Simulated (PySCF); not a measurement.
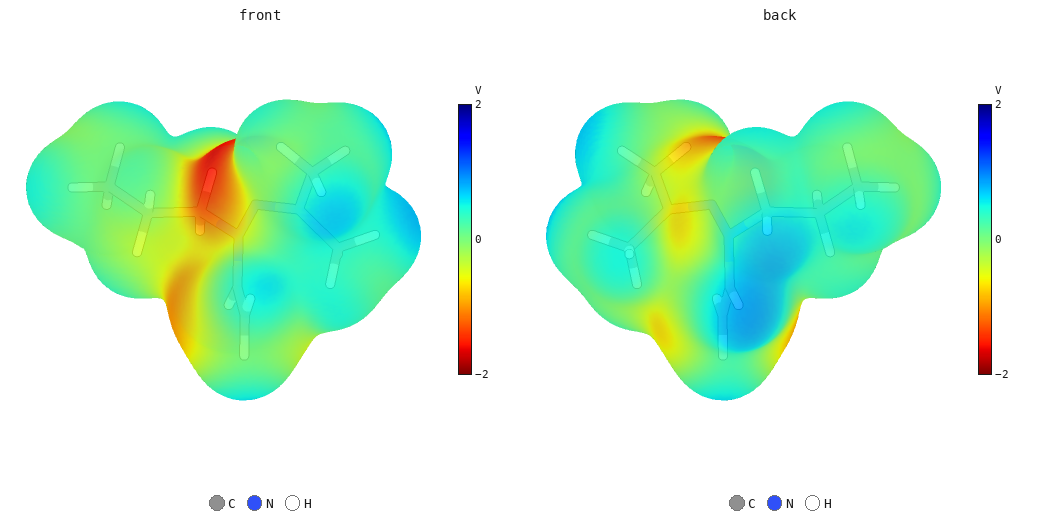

C$_{8}$H$_{16}$N$_{2}$ (SMILES C=CN(CCC)N=C(C)C). The molecular electrostatic potential painted on the density surface at 0.002 e/bohr³, seen from the front and from behind; the colour scale runs from red (negative) to blue (positive).

Geometry: GFN2-xTB.

Theory: PySCF 2.14.0, PBE0/pcSseg-1, SCF density, gas phase, non-relativistic.

Input

```
{"job": {"kind": "nmr", "xc": "PBE0", "basis": "pcSseg-1"}, "charge": 0, "multiplicity": 1}
C     -0.696133     2.341716    -0.238217
C     -0.029149     1.403408    -0.907739
N      0.089026     0.069264    -0.579367
C      1.389721    -0.546465    -0.758315
C      2.412904    -0.087728     0.284968
C      3.756330    -0.776703     0.090604
N     -0.648526    -0.550898     0.394732
C     -1.919289    -0.514233     0.412322
C     -2.587865    -1.251129     1.530934
C     -2.816480     0.166037    -0.578349
H     -1.178797     2.140200     0.701957
H     -0.747804     3.348276    -0.609714
H      0.517614     1.656070    -1.808973
H      1.745744    -0.304642    -1.764413
H      1.251785    -1.627656    -0.685422
H      2.014980    -0.313660     1.275671
H      2.535968     0.995348     0.211450
H      4.166044    -0.545093    -0.890491
H      4.467563    -0.448534     0.844644
H      3.645470    -1.855902     0.169127
H     -3.226907    -2.038210     1.132995
H     -1.841659    -1.692369     2.184486
H     -3.213572    -0.569833     2.106354
H     -2.403045     0.058216    -1.581169
H     -2.892913     1.236325    -0.378931
H     -3.812055    -0.269192    -0.545869
```

Command:

```sh
OMP_NUM_THREADS=1 python probes_run.py task.json out
```

**Where is the surface potential most negative and most positive?**

The most negative region (about −1.5 V) lies over N7, the most positive (about +0.8 V) over H13 and H14. N7 is the likeliest acceptor of a hydrogen bond.
